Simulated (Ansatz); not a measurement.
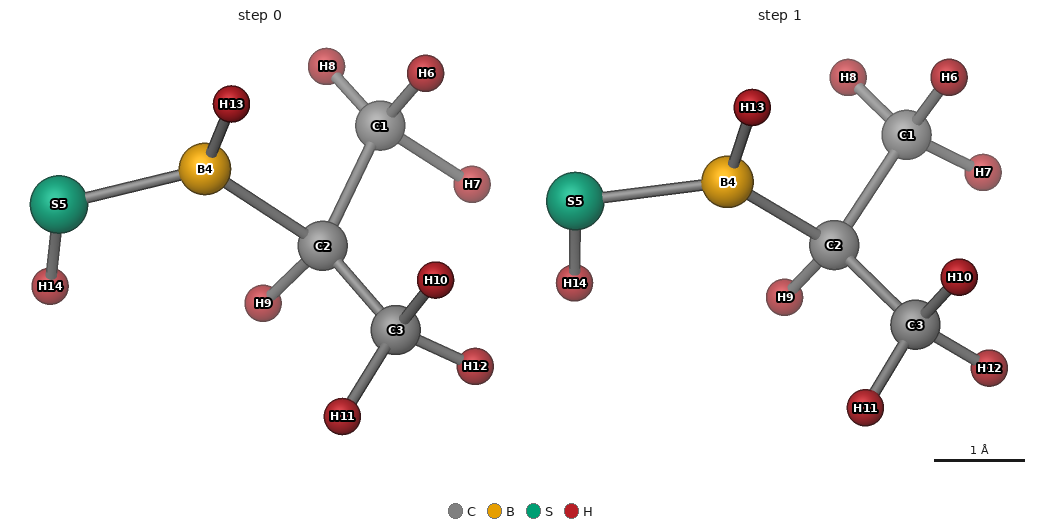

The structure of C3H9BS before (left) and after (right) a relaxation, at one scale.

The picture is a ball-and-stick view, seen at a tilt.

Computed with Ansatz 0.2.0, RKS B97/def2-TZVP.

Input file:
```yaml
crystal:
  periodic: [false, false, false]
  atoms:
    - {symbol: C, position_ang: [0.424442, 1.524941, 0.096314]}
    - {symbol: C, position_ang: [-0.186564, -0.024924, -0.196392]}
    - {symbol: C, position_ang: [-0.193475, -0.519572, -1.441907]}
    - {symbol: B, position_ang: [0.463398, -0.810233, 1.278663]}
    - {symbol: S, position_ang: [-0.585218, -1.488056, 2.435571]}
    - {symbol: H, position_ang: [1.521678, 1.424636, -0.080183]}
    - {symbol: H, position_ang: [-0.175659, 2.262327, -1.030733]}
    - {symbol: H, position_ang: [0.203071, 2.111843, 1.027114]}
    - {symbol: H, position_ang: [-1.554517, 0.179086, 0.106352]}
    - {symbol: H, position_ang: [1.014240, -0.832775, -1.605334]}
    - {symbol: H, position_ang: [-0.541269, -1.855351, -1.564377]}
    - {symbol: H, position_ang: [-0.443715, 0.011890, -2.353510]}
    - {symbol: H, position_ang: [1.633964, -0.994002, 1.345363]}
    - {symbol: H, position_ang: [-1.982991, -1.111336, 2.129119]}
basis:
  gaussian: {orbitals: def2-TZVP, final_grid: {core_spheres: 8, valence_spheres: 7, degree: 23}}
hamiltonian: {xc: {name: B97}}
relax: {f_tol: 0.0001, max_steps: 2}
```

Command:
```bash
ansatz run in.yaml --threads 4 --pin off --events-out ev --progress --plain --max-ram 10444MiB
```

Summarise the run.

The relaxation stopped without meeting its thresholds, so the last structure isn't shown to be converged. The input was poor on purpose: steps. The energy falls by 422.9 kJ/mol in 1 geometry step. Largest force component: 10 eV/Å at the start, 4.2 eV/Å at the end. The largest move after the best rigid fit is that of H7, 0.19 Å. Largest moves by element: H 0.19 Å, B 0.15 Å, C 0.13 Å, S 0.06 Å. Some distances before and after: C1–H7 1.474 → 1.195 Å, C2–H9 1.416 → 1.211 Å, C3–H11 1.386 → 1.210 Å, C2–B4 1.793 → 1.680 Å. Bond angles that change, for instance: H10–C3–H11 89.4° → 101.3°, C3–C2–B4 127.2° → 115.6°, C2–C1–H8 123.5° → 113.2°. Cost: 6 s on 4 threads of Arm Neoverse V1, on a shared host.
